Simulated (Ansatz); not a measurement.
Geometry relaxation, with input and output: SiN3H9O (part 2 of 3)

SiN3H9O; RKS PBE0/6-31G* (Ansatz 0.2.0). It belongs to a series of runs on one base structure; here: end point B relaxed.

Geometry of the input (Å):
```
Si 0.2205  -0.5137  -0.3600
H  -0.3128  0.4540  2.0769
N  1.7590  -0.0980  -0.9976
H  2.5355  -0.7349  -0.9015
H  1.8357  0.4840  -1.8180
N  -0.5953  0.9956  -0.2472
H  -1.5748  1.0279  -0.0018
H  -0.0956  1.8002  0.1043
N  -0.9648  -1.4848  -1.1743
H  -0.7394  -2.4513  -1.3706
H  -1.4451  -1.0695  -1.9625
O  0.6692  -1.4738  0.9347
H  -0.0749  -1.9929  1.2634
H  0.0039  -0.0292  2.4872
```

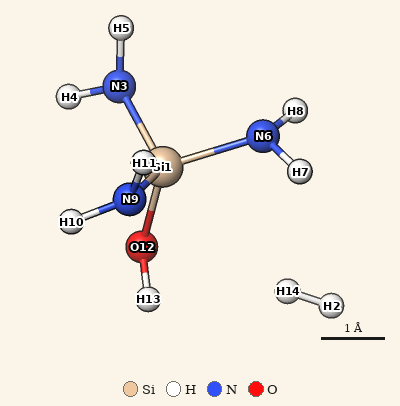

**Figure 1.** The geometry at step 14 of the log (ball-and-stick view, seen at a tilt; atoms are numbered from 1 in the order of the input).

Trajectory as extended XYZ, continued:
```
14
Properties=species:S:1:pos:R:3:forces:R:3 step=5 energy=-14532.66947
Si    0.2311   -0.5509   -0.5128    0.0901  -0.1402   0.1948
H    -0.4814    0.7084    2.7930   -0.0108   0.0105   0.0253
N     1.7759   -0.1435   -1.1473   -0.0871   0.0689  -0.0260
H     2.5541   -0.7751   -1.0239   -0.0478   0.0000  -0.0082
H     1.8578    0.4133   -1.9849    0.0272  -0.0096   0.0085
N    -0.5791    0.9546   -0.2913    0.0410  -0.1883  -0.1165
H    -1.5522    0.9678   -0.0218   -0.0209  -0.0013  -0.0035
H    -0.0665    1.7197    0.1245    0.0165  -0.0251  -0.0216
N    -0.9385   -1.5333   -1.3406   -0.0191   0.2260   0.0050
H    -0.7108   -2.4991   -1.5376    0.0445   0.0254   0.0156
H    -1.4211   -1.1191   -2.1272   -0.0350  -0.0203  -0.0242
O     0.6758   -1.4857    0.7978   -0.0732   0.0009  -0.0073
H    -0.0788   -1.9445    1.1891    0.0731   0.0482  -0.0526
H    -0.0452    0.2010    3.1160    0.0013   0.0050   0.0107
14
Properties=species:S:1:pos:R:3:forces:R:3 step=6 energy=-14532.67932
Si    0.2497   -0.5776   -0.5046   -0.0765   0.0403  -0.1320
H    -0.5485    0.7968    2.9395    0.0456  -0.0591   0.0487
N     1.7791   -0.1448   -1.1577    0.0444  -0.0560   0.0382
H     2.5557   -0.7851   -1.0730   -0.0226   0.0141   0.0021
H     1.8430    0.4221   -1.9901   -0.0246  -0.0015   0.0077
N    -0.5640    0.9246   -0.3016    0.0129  -0.0391   0.0375
H    -1.5364    0.9429   -0.0282   -0.0063  -0.0268  -0.0082
H    -0.0542    1.6989    0.0992    0.0300  -0.0014   0.0022
N    -0.9405   -1.5189   -1.3492    0.0508  -0.0258   0.0563
H    -0.7241   -2.4826   -1.5694   -0.0001   0.0110   0.0056
H    -1.4248   -1.0841   -2.1240    0.0122   0.0162   0.0153
O     0.7068   -1.5298    0.7858   -0.0517   0.0366   0.0118
H    -0.0384   -1.9919    1.1889    0.0320   0.0318  -0.0538
H    -0.0822    0.2430    3.1176   -0.0461   0.0598  -0.0311
14
Properties=species:S:1:pos:R:3:forces:R:3 step=7 energy=-14532.68490
Si    0.2412   -0.5646   -0.5213    0.0030   0.0114  -0.0316
H    -0.5212    0.7635    3.0816    0.0146  -0.0204   0.0386
N     1.7802   -0.1460   -1.1596    0.0264  -0.0275   0.0068
H     2.5533   -0.7877   -1.0565   -0.0175   0.0134   0.0008
H     1.8517    0.4048   -2.0023   -0.0057  -0.0053   0.0106
N    -0.5763    0.9377   -0.3538    0.0048  -0.0121   0.0235
H    -1.5505    0.9519   -0.0870   -0.0082  -0.0006   0.0017
H    -0.0701    1.7142    0.0479    0.0072   0.0078   0.0048
N    -0.9342   -1.5265   -1.3580    0.0074  -0.0415   0.0137
H    -0.7065   -2.4900   -1.5673   -0.0081   0.0083  -0.0011
H    -1.4176   -1.1031   -2.1397    0.0098   0.0015   0.0093
O     0.6796   -1.4846    0.7992   -0.0357   0.0176  -0.0072
H    -0.0692   -1.9592    1.1798    0.0192   0.0236  -0.0333
H    -0.0394    0.2032    3.1701   -0.0172   0.0239  -0.0364
14
Properties=species:S:1:pos:R:3:forces:R:3 step=8 energy=-14532.65533 accepted=F
Si    0.2392   -0.5605   -0.5326    0.0229   0.0381  -0.0007
H    -0.5290    0.7703    3.2761    1.0006  -1.1322  -0.2655
N     1.7834   -0.1483   -1.1611    0.0216  -0.0148  -0.0231
H     2.5537   -0.7923   -1.0511   -0.0158   0.0152   0.0003
H     1.8576    0.3939   -2.0094    0.0065  -0.0090   0.0176
N    -0.5809    0.9422   -0.3869    0.0102  -0.0155   0.0157
H    -1.5557    0.9542   -0.1219   -0.0051   0.0104   0.0066
H    -0.0773    1.7209    0.0138   -0.0025   0.0129   0.0096
N    -0.9301   -1.5323   -1.3631   -0.0127  -0.0619  -0.0195
H    -0.6961   -2.4948   -1.5703   -0.0158   0.0085  -0.0047
H    -1.4143   -1.1123   -2.1464    0.0086  -0.0090   0.0069
O     0.6672   -1.4652    0.8017   -0.0354   0.0111   0.0239
H    -0.0828   -1.9509    1.1656    0.0164   0.0175  -0.0225
H    -0.0136    0.1887    3.1186   -0.9996   1.1287   0.2552
14
Properties=species:S:1:pos:R:3:forces:R:3 step=9 energy=-14532.69036
Si    0.2414   -0.5617   -0.5277    0.0159   0.0007   0.0416
H    -0.5263    0.7695    3.1516    0.0075  -0.0104   0.0413
N     1.7829   -0.1487   -1.1616   -0.0275   0.0218  -0.0170
H     2.5547   -0.7896   -1.0540    0.0112  -0.0126   0.0007
H     1.8564    0.4028   -2.0034    0.0149  -0.0011  -0.0002
N    -0.5761    0.9389   -0.3520    0.0038   0.0007  -0.0171
H    -1.5506    0.9509   -0.0847    0.0146   0.0065   0.0024
H    -0.0684    1.7136    0.0525   -0.0162  -0.0123  -0.0033
N    -0.9324   -1.5319   -1.3561   -0.0107   0.0119  -0.0075
H    -0.7023   -2.4943   -1.5653    0.0056  -0.0108  -0.0044
H    -1.4183   -1.1107   -2.1372   -0.0072  -0.0031  -0.0064
O     0.6746   -1.4758    0.7978    0.0026   0.0049   0.0089
H    -0.0770   -1.9596    1.1591   -0.0060  -0.0065   0.0035
H    -0.0375    0.2099    3.1140   -0.0084   0.0103  -0.0426
14
Properties=species:S:1:pos:R:3:forces:R:3 step=10 energy=-14532.69645
Si    0.2410   -0.5593   -0.5260   -0.0237  -0.0149  -0.0251
H    -0.5160    0.7559    3.2185   -0.0502   0.0568   0.0628
N     1.7822   -0.1502   -1.1614    0.0120  -0.0012   0.0035
H     2.5537   -0.7914   -1.0510    0.0045  -0.0052   0.0053
H     1.8621    0.4035   -2.0007   -0.0024   0.0074  -0.0091
N    -0.5775    0.9406   -0.3593   -0.0146   0.0396  -0.0082
H    -1.5503    0.9545   -0.0873   -0.0085  -0.0150  -0.0047
H    -0.0721    1.7160    0.0458    0.0141   0.0020  -0.0012
N    -0.9308   -1.5348   -1.3544    0.0088   0.0058   0.0104
H    -0.6965   -2.4963   -1.5643    0.0046  -0.0026   0.0008
H    -1.4181   -1.1167   -2.1364   -0.0015   0.0060  -0.0018
O     0.6672   -1.4653    0.8064   -0.0081  -0.0201   0.0309
H    -0.0857   -1.9580    1.1538    0.0145   0.0015   0.0039
H    -0.0379    0.2148    3.0493    0.0504  -0.0601  -0.0674
14
Properties=species:S:1:pos:R:3:forces:R:3 step=11 energy=-14532.70002
Si    0.2420   -0.5521   -0.5259   -0.0072   0.0049  -0.0155
H    -0.4937    0.7091    3.2804   -0.2922   0.3560   0.2535
N     1.7841   -0.1508   -1.1646    0.0053  -0.0043   0.0004
H     2.5542   -0.7930   -1.0492    0.0044  -0.0015   0.0043
H     1.8643    0.3954   -2.0090   -0.0019   0.0032  -0.0049
N    -0.5752    0.9507   -0.3749   -0.0070   0.0162  -0.0055
H    -1.5489    0.9655   -0.1053   -0.0037  -0.0051   0.0005
H    -0.0697    1.7266    0.0294    0.0037   0.0037  -0.0042
N    -0.9302   -1.5348   -1.3438   -0.0022  -0.0052   0.0022
H    -0.6960   -2.4973   -1.5494    0.0031   0.0008   0.0042
H    -1.4228   -1.1217   -2.1252    0.0035   0.0047  -0.0013
O     0.6696   -1.4422    0.8174    0.0085  -0.0030   0.0221
H    -0.0800   -1.9325    1.1739   -0.0098  -0.0112   0.0038
H    -0.0766    0.1905    2.9792    0.2954  -0.3593  -0.2598
14
Properties=species:S:1:pos:R:3:forces:R:3 step=12 energy=-14532.57369 accepted=F
Si    0.2409   -0.5505   -0.5240    0.0033  -0.0066  -0.0374
H    -0.4607    0.6444    3.4502    1.1112  -1.2182  -2.0205
N     1.7853   -0.1531   -1.1598   -0.0051   0.0026   0.0017
H     2.5553   -0.7942   -1.0385    0.0064  -0.0035   0.0037
H     1.8680    0.3902   -2.0059    0.0012   0.0013  -0.0011
N    -0.5769    0.9531   -0.3819    0.0034   0.0010   0.0161
H    -1.5510    0.9684   -0.1135   -0.0017   0.0010  -0.0008
H    -0.0721    1.7312    0.0194   -0.0032   0.0067  -0.0075
N    -0.9284   -1.5374   -1.3409   -0.0044   0.0049   0.0009
H    -0.6925   -2.5002   -1.5429    0.0043  -0.0042   0.0036
H    -1.4178   -1.1268   -2.1256    0.0004   0.0029  -0.0019
O     0.6624   -1.4348    0.8257   -0.0075   0.0228   0.0182
H    -0.0882   -1.9297    1.1739   -0.0040  -0.0143   0.0157
H    -0.1031    0.2526    2.7966   -1.1042   1.2035   2.0094
14
Properties=species:S:1:pos:R:3:forces:R:3 step=13 energy=-14532.70737
Si    0.2368   -0.5419   -0.5188   -0.0142   0.0068  -0.0200
H    -0.4639    0.6427    3.2892   -0.0818   0.0924   0.1200
N     1.7825   -0.1482   -1.1543   -0.0009  -0.0090   0.0118
H     2.5524   -0.7882   -1.0265    0.0066   0.0002   0.0023
H     1.8669    0.3884   -2.0047   -0.0035  -0.0038   0.0035
N    -0.5823    0.9627   -0.3934   -0.0024   0.0050  -0.0031
H    -1.5568    0.9792   -0.1268   -0.0002  -0.0005  -0.0003
H    -0.0791    1.7446    0.0025   -0.0004   0.0014  -0.0025
N    -0.9294   -1.5347   -1.3341    0.0044  -0.0040   0.0108
H    -0.6922   -2.4987   -1.5294    0.0009   0.0015   0.0048
H    -1.4167   -1.1293   -2.1229    0.0078   0.0028   0.0039
O     0.6534   -1.4138    0.8413    0.0300   0.0203  -0.0215
H    -0.0975   -1.9029    1.1956   -0.0290  -0.0222   0.0098
H    -0.0529    0.1537    2.9155    0.0826  -0.0909  -0.1195
14
Properties=species:S:1:pos:R:3:forces:R:3 step=14 energy=-14532.71232
Si    0.2283   -0.5341   -0.5214    0.0232  -0.0313   0.0341
H    -0.4127    0.5967    3.3618    0.0967  -0.1128  -0.0984
N     1.7808   -0.1464   -1.1432   -0.0055   0.0135  -0.0159
H     2.5515   -0.7821   -0.9991   -0.0091  -0.0012   0.0040
H     1.8738    0.3821   -1.9977    0.0076   0.0025   0.0019
N    -0.5922    0.9706   -0.4110    0.0014  -0.0007  -0.0026
H    -1.5677    0.9889   -0.1478    0.0016  -0.0013  -0.0042
H    -0.0907    1.7567   -0.0214   -0.0009   0.0021  -0.0028
N    -0.9300   -1.5366   -1.3338   -0.0124   0.0141  -0.0186
H    -0.6901   -2.5030   -1.5132    0.0013  -0.0003  -0.0054
H    -1.4055   -1.1404   -2.1346   -0.0023  -0.0115   0.0047
O     0.6360   -1.4002    0.8459   -0.0834  -0.0464   0.0369
H    -0.1131   -1.9091    1.1833    0.0772   0.0639  -0.0321
H    -0.0470    0.1703    2.8651   -0.0955   0.1095   0.0983
14
Properties=species:S:1:pos:R:3:forces:R:3 step=15 energy=-14532.69916 accepted=F
Si    0.2252   -0.5297   -0.5194    0.0230  -0.0275   0.0175
H    -0.3604    0.5297    3.4261    0.3737  -0.4389  -0.8150
N     1.7803   -0.1454   -1.1370   -0.0041   0.0067  -0.0112
H     2.5507   -0.7796   -0.9841   -0.0078   0.0016   0.0020
H     1.8776    0.3778   -1.9944    0.0051  -0.0020   0.0068
N    -0.5963    0.9758   -0.4256    0.0026  -0.0040   0.0129
H    -1.5730    0.9957   -0.1671    0.0007   0.0024  -0.0056
H    -0.0969    1.7657   -0.0409   -0.0038   0.0010  -0.0048
N    -0.9291   -1.5381   -1.3310   -0.0053   0.0081  -0.0129
H    -0.6872   -2.5053   -1.5039   -0.0011   0.0019  -0.0031
H    -1.4015   -1.1472   -2.1362    0.0011  -0.0091   0.0073
O     0.6255   -1.3840    0.8579   -0.0509  -0.0053  -0.0067
H    -0.1247   -1.8897    1.1948    0.0379   0.0308  -0.0080
H    -0.0692    0.1880    2.7936   -0.3710   0.4344   0.8205
14
Properties=species:S:1:pos:R:3:forces:R:3 step=16 energy=-14532.71431
Si    0.2272   -0.5314   -0.5218    0.0004  -0.0022  -0.0109
H    -0.3917    0.5570    3.3905    0.0371  -0.0442  -0.0346
N     1.7808   -0.1471   -1.1426    0.0010  -0.0012  -0.0002
H     2.5501   -0.7833   -0.9930   -0.0012   0.0040   0.0016
H     1.8779    0.3792   -1.9979    0.0013  -0.0009  -0.0023
N    -0.5945    0.9738   -0.4261   -0.0029   0.0007   0.0039
H    -1.5700    0.9925   -0.1627   -0.0007   0.0042  -0.0052
H    -0.0941    1.7631   -0.0416   -0.0018   0.0028  -0.0002
N    -0.9286   -1.5387   -1.3331   -0.0021   0.0013  -0.0017
H    -0.6845   -2.5034   -1.5159   -0.0013  -0.0026   0.0027
H    -1.4100   -1.1440   -2.1309    0.0040  -0.0002   0.0006
O     0.6299   -1.3836    0.8545   -0.0224  -0.0249   0.0220
H    -0.1199   -1.8842    1.1987    0.0243   0.0208  -0.0126
H    -0.0516    0.1633    2.8547   -0.0356   0.0425   0.0369
14
Properties=species:S:1:pos:R:3:forces:R:3 step=17 energy=-14532.71534
Si    0.2251   -0.5282   -0.5250   -0.0045   0.0103   0.0124
H    -0.3657    0.5228    3.4304    0.0063  -0.0084  -0.0018
N     1.7802   -0.1467   -1.1431    0.0056   0.0039  -0.0066
H     2.5501   -0.7800   -0.9851    0.0008  -0.0009   0.0024
H     1.8808    0.3738   -2.0015   -0.0002   0.0002   0.0009
N    -0.5969    0.9774   -0.4350    0.0188  -0.0325  -0.0188
H    -1.5751    0.9973   -0.1838   -0.0111   0.0124   0.0063
H    -0.0985    1.7684   -0.0524   -0.0060   0.0155   0.0053
N    -0.9289   -1.5387   -1.3340   -0.0071  -0.0104  -0.0168
H    -0.6866   -2.5059   -1.5063    0.0010   0.0035   0.0061
H    -1.4028   -1.1508   -2.1397    0.0008   0.0027   0.0039
O     0.6243   -1.3745    0.8561    0.0053  -0.0012  -0.0032
H    -0.1266   -1.8710    1.2017   -0.0057  -0.0008   0.0055
H    -0.0581    0.1695    2.8507   -0.0041   0.0058   0.0045
14
Properties=species:S:1:pos:R:3:forces:R:3 step=18 energy=-14532.71215 accepted=F
Si    0.2239   -0.5267   -0.5211    0.0920  -0.2030  -0.1343
H    -0.3588    0.5147    3.4335    0.0034  -0.0052   0.0006
N     1.7822   -0.1435   -1.1400   -0.0754  -0.0273   0.0574
H     2.5492   -0.7801   -0.9804    0.0008   0.0088  -0.0117
H     1.8813    0.3721   -2.0015    0.0036  -0.0049   0.0010
N    -0.5957    0.9741   -0.4430   -0.1799   0.2872   0.1341
H    -1.5731    1.0094   -0.1862   -0.0106  -0.1135  -0.0602
H    -0.1128    1.7755   -0.0603    0.1149  -0.0465  -0.0450
N    -0.9295   -1.5400   -1.3365    0.0825   0.1012   0.1151
H    -0.6845   -2.5074   -1.5009   -0.0177  -0.0065  -0.0368
H    -1.4020   -1.1486   -2.1406   -0.0017  -0.0336  -0.0262
O     0.6248   -1.3829    0.8539   -0.0149   0.0388   0.0103
H    -0.1292   -1.8698    1.2071    0.0042   0.0022  -0.0066
H    -0.0546    0.1665    2.8491   -0.0011   0.0023   0.0022
14
Properties=species:S:1:pos:R:3:forces:R:3 step=19 energy=-14532.71546
Si    0.2249   -0.5282   -0.5249    0.0000  -0.0013  -0.0002
H    -0.3620    0.5170    3.4357    0.0026  -0.0038   0.0028
N     1.7803   -0.1465   -1.1428    0.0000  -0.0007   0.0005
H     2.5501   -0.7797   -0.9839    0.0003   0.0007   0.0007
H     1.8811    0.3734   -2.0015    0.0000  -0.0003   0.0002
N    -0.5971    0.9772   -0.4368   -0.0011   0.0002  -0.0001
H    -1.5757    0.9988   -0.1861   -0.0001   0.0015  -0.0016
H    -0.1001    1.7700   -0.0552   -0.0014   0.0009  -0.0025
N    -0.9289   -1.5389   -1.3347    0.0019   0.0001  -0.0018
H    -0.6866   -2.5063   -1.5053   -0.0006  -0.0002   0.0013
H    -1.4023   -1.1511   -2.1406    0.0005   0.0001   0.0002
O     0.6239   -1.3746    0.8562   -0.0010   0.0000  -0.0021
H    -0.1277   -1.8690    1.2035   -0.0007   0.0019   0.0024
H    -0.0587    0.1712    2.8495   -0.0004   0.0010   0.0001
14
Properties=species:S:1:pos:R:3:forces:R:3 step=20 energy=-14532.71579
Si    0.2216   -0.5237   -0.5284   -0.0009   0.0007  -0.0020
H    -0.3381    0.4831    3.4717    0.0205  -0.0240  -0.0444
N     1.7796   -0.1457   -1.1417    0.0014  -0.0019   0.0020
H     2.5493   -0.7768   -0.9737   -0.0015   0.0023  -0.0005
H     1.8847    0.3683   -2.0036   -0.0004  -0.0013   0.0011
N    -0.6014    0.9817   -0.4535   -0.0025   0.0011  -0.0014
H    -1.5817    1.0056   -0.2103   -0.0015  -0.0007  -0.0013
H    -0.1072    1.7785   -0.0769    0.0019   0.0011  -0.0018
N    -0.9284   -1.5399   -1.3369    0.0033  -0.0012  -0.0003
H    -0.6860   -2.5090   -1.4977   -0.0014   0.0027   0.0009
H    -1.3968   -1.1585   -2.1488    0.0014  -0.0009   0.0019
O     0.6151   -1.3610    0.8599    0.0005   0.0017  -0.0041
H    -0.1386   -1.8499    1.2104   -0.0029  -0.0012   0.0022
H    -0.0509    0.1608    2.8625   -0.0180   0.0215   0.0477
14
Properties=species:S:1:pos:R:3:forces:R:3 step=21 energy=-14532.71613
Si    0.2168   -0.5184   -0.5329   -0.0041   0.0039  -0.0034
H    -0.3160    0.4530    3.5072    0.0281  -0.0298  -0.0595
N     1.7786   -0.1443   -1.1391    0.0014  -0.0027   0.0029
H     2.5477   -0.7733   -0.9607   -0.0030   0.0039  -0.0014
H     1.8891    0.3627   -2.0044   -0.0007  -0.0027   0.0024
N    -0.6077    0.9871   -0.4758   -0.0051   0.0069   0.0027
H    -1.5898    1.0130   -0.2395    0.0036  -0.0038  -0.0035
H    -0.1166    1.7882   -0.1041    0.0020  -0.0049  -0.0037
N    -0.9273   -1.5416   -1.3407    0.0043  -0.0008   0.0020
H    -0.6837   -2.5121   -1.4917   -0.0021   0.0037   0.0002
H    -1.3910   -1.1671   -2.1584    0.0022  -0.0020   0.0020
O     0.6022   -1.3447    0.8644    0.0042   0.0032  -0.0033
H    -0.1537   -1.8294    1.2158   -0.0051  -0.0027   0.0002
H    -0.0274    0.1404    2.8930   -0.0257   0.0278   0.0624
14
Properties=species:S:1:pos:R:3:forces:R:3 step=22 energy=-14532.71690
Si    0.2038   -0.5046   -0.5441   -0.0082   0.0080   0.0080
H    -0.2508    0.3887    3.5933    0.0146  -0.0167  -0.0292
N     1.7755   -0.1397   -1.1303    0.0106  -0.0030  -0.0049
H     2.5427   -0.7634   -0.9254   -0.0165   0.0135  -0.0046
H     1.9000    0.3493   -2.0043   -0.0012  -0.0093   0.0143
N    -0.6245    1.0006   -0.5324    0.0014  -0.0052   0.0054
H    -1.6108    1.0301   -0.3139    0.0115  -0.0060  -0.0049
H    -0.1408    1.8109   -0.1706    0.0003  -0.0098  -0.0042
N    -0.9242   -1.5462   -1.3508   -0.0014  -0.0058  -0.0107
H    -0.6773   -2.5195   -1.4775   -0.0046   0.0177   0.0013
H    -1.3751   -1.1890   -2.1837    0.0098  -0.0086   0.0151
O     0.5672   -1.3040    0.8754    0.0004   0.0099  -0.0112
H    -0.1939   -1.7825    1.2244   -0.0047  -0.0016  -0.0057
H     0.0294    0.0827    2.9730   -0.0118   0.0170   0.0313
```
